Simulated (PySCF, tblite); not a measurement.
# methyl propyl sulfone (C4H10O2S): dynamics, then NMR shifts on frames, part 2 of 2

tblite 0.8.0 and PySCF 2.14.0. Atoms count from 0.

### 5 NMR shieldings: 625 fs, PBE0/pcSseg-1

Job settings and geometry (Å):

```
{"job": {"kind": "nmr", "xc": "PBE0", "basis": "pcSseg-1", "pop": false}, "charge": 0, "multiplicity": 1}
C     -2.634200     0.894600    -0.025800
C     -2.150600    -0.519700     0.181100
C     -0.704800    -0.581600    -0.302200
S      0.467000     0.154500     0.997900
C      2.120800    -0.087100     0.161800
O      0.396800    -0.706100     2.122400
O      0.364100     1.574800     1.107200
H     -3.672700     0.983100     0.338800
H     -1.992900     1.593600     0.558400
H     -2.581500     1.231200    -1.096300
H     -2.791700    -1.233400    -0.365000
H     -2.169900    -0.789700     1.235200
H     -0.371100    -1.617600    -0.514900
H     -0.605700     0.044400    -1.180100
H      2.674400    -0.795400     0.714300
H      2.642400     0.891500     0.109600
H      1.985500    -0.440700    -0.832500
```

Method: GIAO PBE0/pcSseg-1 NMR shielding, non-relativistic, gas phase.

Standard output:

```text
coarse grid: 14344 points
cycle   1  E = -706.1676049803  dE =  1.336e+00  |g| = 1.126e+00  |ddm| = 3.704e+00
cycle   2  E = -705.6453200321  dE =  5.223e-01  |g| = 2.029e+00  |ddm| = 2.470e+00
cycle   3  E = -706.3926906839  dE = -7.474e-01  |g| = 1.874e-01  |ddm| = 1.758e+00
cycle   4  E = -706.4005038556  dE = -7.813e-03  |g| = 6.554e-02  |ddm| = 2.033e-01
cycle   5  E = -706.4014761710  dE = -9.723e-04  |g| = 1.798e-02  |ddm| = 5.740e-02
cycle   6  E = -706.4015342982  dE = -5.813e-05  |g| = 6.984e-03  |ddm| = 1.877e-02
cycle   7  E = -706.4015426247  dE = -8.327e-06  |g| = 1.940e-03  |ddm| = 6.172e-03
final grid: 132720 points
cycle   8  E = -706.4665499676  dE = -2.246e-05  |g| = 1.359e-02  |ddm| = 2.760e-02
cycle   9  E = -706.4664955241  dE =  5.444e-05  |g| = 2.115e-02  |ddm| = 2.748e-02
cycle  10  E = -706.4665890533  dE = -9.353e-05  |g| = 2.591e-03  |ddm| = 1.760e-02
cycle  11  E = -706.4665903152  dE = -1.262e-06  |g| = 2.263e-04  |ddm| = 1.947e-03
cycle  12  E = -706.4665903210  dE = -5.770e-09  |g| = 1.891e-04  |ddm| = 3.436e-04
cycle  13  E = -706.4665903274  dE = -6.402e-09  |g| = 4.195e-05  |ddm| = 1.605e-04
cycle  14  E = -706.4665903277  dE = -3.204e-10  |g| = 1.054e-05  |ddm| = 3.964e-05
converged SCF energy = -706.4665903277

GIAO shielding tensors (ppm)
atom      isotropic    diamagn.    paramagn.     s11        s22        s33       span
  0 C      163.474     247.866     -84.392    146.846    162.883    180.694     33.848
  1 C      166.313     249.360     -83.047    154.868    167.550    176.519     21.651
  2 C      110.433     259.084    -148.651     86.322     96.966    148.009     61.687
  3 S      209.880    1053.034    -843.154     60.811    180.434    388.395    327.584
  4 C      131.082     255.703    -124.621     85.584    111.693    195.968    110.384
  5 O      113.869     399.944    -286.075     40.092     80.557    220.957    180.865
  6 O       92.756     401.638    -308.883     50.131     75.161    152.975    102.844
  7 H       29.969      26.767       3.202     25.287     27.151     37.469     12.182
  8 H       28.866      29.827      -0.961     23.133     29.856     33.609     10.476
  9 H       29.970      29.125       0.846     26.645     27.817     35.449      8.804
 10 H       29.756      29.756      -0.000     24.429     27.807     37.032     12.603
 11 H       29.483      31.244      -1.760     25.822     29.044     33.584      7.763
 12 H       28.058      33.597      -5.539     24.710     28.164     31.300      6.590
 13 H       29.189      35.920      -6.731     26.172     30.167     31.228      5.056
 14 H       29.433      30.560      -1.127     26.305     27.704     34.292      7.987
 15 H       28.285      29.354      -1.069     25.314     26.687     32.854      7.540
 16 H       29.211      33.347      -4.136     26.725     27.838     33.069      6.344
```

Run time: 64 s. Hardware: 1 thread of Intel Xeon at 2.50GHz, shared host; peak memory 0.81 GiB.

This run: δ C2 76.5, C4 55.8, C0 23.5, C1 20.6, H12 3.66, H15 3.43 ppm.

### 6 NMR shieldings: 800 fs, PBE0/pcSseg-1

Job settings and geometry (Å):

```
{"job": {"kind": "nmr", "xc": "PBE0", "basis": "pcSseg-1", "pop": false}, "charge": 0, "multiplicity": 1}
C     -2.800300     0.923100     0.488800
C     -2.299000    -0.515500     0.400200
C     -0.875400    -0.467200    -0.154800
S      0.333700     0.160400     1.109700
C      2.000600    -0.277900     0.425500
O      0.326200    -0.590200     2.345800
O      0.237100     1.597800     1.282000
H     -3.841200     0.942600     0.835700
H     -2.271800     1.494900     1.239900
H     -2.749400     1.465200    -0.418100
H     -2.962200    -1.120400    -0.187300
H     -2.181100    -0.950700     1.382400
H     -0.436600    -1.393600    -0.325400
H     -0.609400     0.186100    -1.001500
H      2.682100     0.290300     1.010800
H      2.101600     0.021600    -0.647500
H      1.999300    -1.333700     0.655200
```

Method: GIAO PBE0/pcSseg-1 NMR shielding, non-relativistic, gas phase.

Standard output:

```text
coarse grid: 14344 points
cycle   1  E = -706.1433310378  dE =  1.371e+00  |g| = 1.164e+00  |ddm| = 3.687e+00
cycle   2  E = -705.4446889087  dE =  6.986e-01  |g| = 2.253e+00  |ddm| = 2.949e+00
cycle   3  E = -706.3897366542  dE = -9.450e-01  |g| = 1.939e-01  |ddm| = 2.182e+00
cycle   4  E = -706.3977666917  dE = -8.030e-03  |g| = 7.970e-02  |ddm| = 2.244e-01
cycle   5  E = -706.3992571577  dE = -1.490e-03  |g| = 1.596e-02  |ddm| = 6.685e-02
cycle   6  E = -706.3993045313  dE = -4.737e-05  |g| = 6.824e-03  |ddm| = 1.858e-02
cycle   7  E = -706.3993122916  dE = -7.760e-06  |g| = 2.342e-03  |ddm| = 6.456e-03
final grid: 132720 points
cycle   8  E = -706.4640105948  dE = -2.851e-05  |g| = 1.342e-02  |ddm| = 2.989e-02
cycle   9  E = -706.4639567317  dE =  5.386e-05  |g| = 2.104e-02  |ddm| = 2.790e-02
cycle  10  E = -706.4640479950  dE = -9.126e-05  |g| = 2.892e-03  |ddm| = 1.842e-02
cycle  11  E = -706.4640495832  dE = -1.588e-06  |g| = 2.574e-04  |ddm| = 2.235e-03
cycle  12  E = -706.4640495891  dE = -5.822e-09  |g| = 2.305e-04  |ddm| = 4.020e-04
cycle  13  E = -706.4640495987  dE = -9.610e-09  |g| = 3.467e-05  |ddm| = 1.894e-04
cycle  14  E = -706.4640495989  dE = -2.206e-10  |g| = 1.117e-05  |ddm| = 3.736e-05
converged SCF energy = -706.4640495989

GIAO shielding tensors (ppm)
atom      isotropic    diamagn.    paramagn.     s11        s22        s33       span
  0 C      174.059     244.303     -70.244    159.770    172.383    190.024     30.254
  1 C      172.327     249.097     -76.771    162.813    170.988    183.179     20.366
  2 C      119.695     261.715    -142.020     97.068    104.931    157.086     60.017
  3 S      177.798    1053.316    -875.519     32.435    176.199    324.759    292.324
  4 C      129.159     257.561    -128.402     98.462    103.866    185.149     86.687
  5 O      109.974     400.101    -290.127     41.173     75.493    213.256    172.083
  6 O       94.744     401.372    -306.628     35.662     97.314    151.256    115.594
  7 H       30.616      25.858       4.757     25.763     27.442     38.642     12.879
  8 H       29.880      29.635       0.245     24.210     30.584     34.846     10.636
  9 H       31.671      30.172       1.499     27.735     29.490     37.789     10.055
 10 H       30.370      30.148       0.223     24.779     28.320     38.012     13.234
 11 H       29.658      31.089      -1.431     25.589     29.239     34.144      8.555
 12 H       30.199      36.936      -6.737     26.713     30.475     33.409      6.696
 13 H       28.849      34.971      -6.122     26.233     28.837     31.477      5.244
 14 H       28.921      30.174      -1.253     26.748     27.162     32.852      6.103
 15 H       28.154      31.499      -3.344     25.174     26.485     32.804      7.630
 16 H       28.829      31.579      -2.750     25.703     27.864     32.921      7.218
```

It took 63 s on 1 thread of Intel Xeon at 2.50GHz, shared host; peak memory 0.82 GiB.

Key values: δ C2 67.2, C4 57.8, C1 14.6, C0 12.9, H15 3.56, H16 2.89 ppm.

### 7 Shielding tensors: 1000 fs, PBE0/pcSseg-1

Job settings and geometry (Å):

```
{"job": {"kind": "nmr", "xc": "PBE0", "basis": "pcSseg-1", "pop": false}, "charge": 0, "multiplicity": 1}
C     -3.046600     1.286900     0.934400
C     -2.527500    -0.117000     0.559700
C     -1.140500     0.081000    -0.099500
S      0.158400     0.336300     1.162400
C      1.727500     0.086400     0.223300
O      0.033300    -0.704800     2.147200
O      0.254000     1.699300     1.618500
H     -3.826600     1.164400     1.700300
H     -2.252400     1.819600     1.414400
H     -3.383200     1.843900     0.019900
H     -3.278300    -0.561100    -0.105900
H     -2.411000    -0.803800     1.446700
H     -0.803400    -0.817100    -0.573300
H     -1.058000     0.968700    -0.687800
H      2.526200     0.348800     0.951700
H      1.710800     0.730800    -0.623200
H      1.861000    -0.890000    -0.178300
```

Method: GIAO PBE0/pcSseg-1 NMR shielding, non-relativistic, gas phase.

Standard output:

```text
coarse grid: 14344 points
cycle   1  E = -706.1607038257  dE =  1.333e+00  |g| = 1.143e+00  |ddm| = 3.680e+00
cycle   2  E = -705.5650205629  dE =  5.957e-01  |g| = 2.129e+00  |ddm| = 2.731e+00
cycle   3  E = -706.3956662546  dE = -8.306e-01  |g| = 1.852e-01  |ddm| = 1.982e+00
cycle   4  E = -706.4032034268  dE = -7.537e-03  |g| = 6.794e-02  |ddm| = 2.048e-01
cycle   5  E = -706.4042998382  dE = -1.096e-03  |g| = 1.146e-02  |ddm| = 5.571e-02
cycle   6  E = -706.4043278530  dE = -2.801e-05  |g| = 3.643e-03  |ddm| = 1.411e-02
cycle   7  E = -706.4043300731  dE = -2.220e-06  |g| = 1.722e-03  |ddm| = 3.979e-03
final grid: 132720 points
cycle   8  E = -706.4699305883  dE = -2.646e-05  |g| = 1.260e-02  |ddm| = 2.722e-02
cycle   9  E = -706.4698865044  dE =  4.408e-05  |g| = 1.940e-02  |ddm| = 2.515e-02
cycle  10  E = -706.4699633029  dE = -7.680e-05  |g| = 2.686e-03  |ddm| = 1.652e-02
cycle  11  E = -706.4699646604  dE = -1.357e-06  |g| = 2.578e-04  |ddm| = 2.085e-03
cycle  12  E = -706.4699646674  dE = -6.995e-09  |g| = 2.172e-04  |ddm| = 3.886e-04
cycle  13  E = -706.4699646757  dE = -8.303e-09  |g| = 3.621e-05  |ddm| = 1.792e-04
cycle  14  E = -706.4699646760  dE = -2.642e-10  |g| = 7.096e-06  |ddm| = 3.673e-05
converged SCF energy = -706.4699646760

GIAO shielding tensors (ppm)
atom      isotropic    diamagn.    paramagn.     s11        s22        s33       span
  0 C      167.057     248.389     -81.332    154.670    162.627    183.873     29.204
  1 C      164.005     247.362     -83.357    155.277    159.900    176.839     21.562
  2 C      122.822     260.153    -137.332    100.582    112.129    155.755     55.172
  3 S      197.485    1053.284    -855.799     48.326    188.737    355.393    307.068
  4 C      135.688     256.385    -120.697    100.844    116.358    189.862     89.018
  5 O      124.541     400.259    -275.718     49.294     91.610    232.719    183.425
  6 O      105.510     399.568    -294.058     61.323     84.581    170.626    109.303
  7 H       29.976      25.846       4.130     25.323     27.312     37.292     11.969
  8 H       30.243      30.358      -0.115     24.127     31.578     35.023     10.896
  9 H       29.745      27.553       2.192     26.227     27.090     35.918      9.691
 10 H       29.629      29.802      -0.173     24.542     27.820     36.526     11.984
 11 H       28.352      30.070      -1.719     24.130     28.258     32.666      8.536
 12 H       29.351      36.184      -6.833     25.300     29.647     33.106      7.805
 13 H       29.594      35.928      -6.334     26.679     30.122     31.982      5.302
 14 H       28.162      28.602      -0.440     25.503     25.978     33.005      7.502
 15 H       29.519      33.370      -3.851     26.887     28.030     33.639      6.752
 16 H       29.776      32.980      -3.205     26.688     27.534     35.105      8.417
```

Wall time 63 s (1 thread of Intel Xeon at 2.50GHz, shared host); peak memory 0.81 GiB.

Key values: δ C2 64.1, C4 51.2, C1 22.9, C0 19.9, H14 3.55, H11 3.37 ppm.

### 8 Run by run: NMR shifts

Shifts (ppm) of some atoms, chosen among heavy atoms and hydrogens apart, with basis size and wall time:

```tsv
frame	C2	C0	H12	H9	S3	O5	O6	functions	time
250 fs	62.2	17.8	2.81	1.38	309	229.8	226.9	176	72 s
425 fs	67.4	15.1	2.78	2.06	288	204.1	235.8	176	70 s
625 fs	76.5	23.5	3.66	1.75	294	222.2	243.3	176	64 s
800 fs	67.2	12.9	1.52	0.05	326	226.1	241.3	176	63 s
1000 fs	64.1	19.9	2.37	1.97	306	211.5	230.6	176	63 s
```

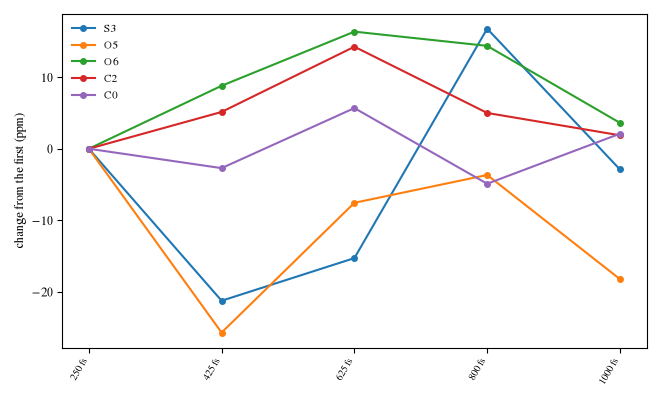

How five of the tabulated atoms move from run to run.

### 9 Results

This closing draws on all 2 parts.

| quantity | value |
| --- | --- |
| thermostat | 200 K |
| mean temperature, second half | 194 K |
| mean potential energy above the minimum | 0.39 eV |
| 13C shifts against TMS (PBE0/pcSseg-1, 250 fs) | 62.2, 59.0, 19.0, 17.8 ppm |
| 1H shifts against TMS (PBE0/pcSseg-1, 250 fs) | 3.56, 3.31, 2.81, 2.78, 2.69, 2.54, 2.15, 1.88, 1.38, 0.63 ppm |
| 33S shifts against CS2 (PBE0/pcSseg-1, 250 fs) | 309 ppm |
| 17O shifts against H2O (PBE0/pcSseg-1, 250 fs) | 229.8, 226.9 ppm |
| range of the shift of S3 | 288 to 326 ppm |

In words: In the second half the potential energy averages 0.39 eV above the minimum; equipartition over 45 harmonic modes at 200 K would give 0.39 eV. With 17 atoms the temperature swings widely (112 to 284 K). Shifts at one fixed geometry are not the observed spectrum, which averages over the motion. In the first frame run (250 fs): The largest span, 287 ppm, is at S3, where the paramagnetic term is -859 ppm. In ppm, S3 moves most: its shift spreads over 38 ppm, from 288 (425 fs) to 326 (800 fs).
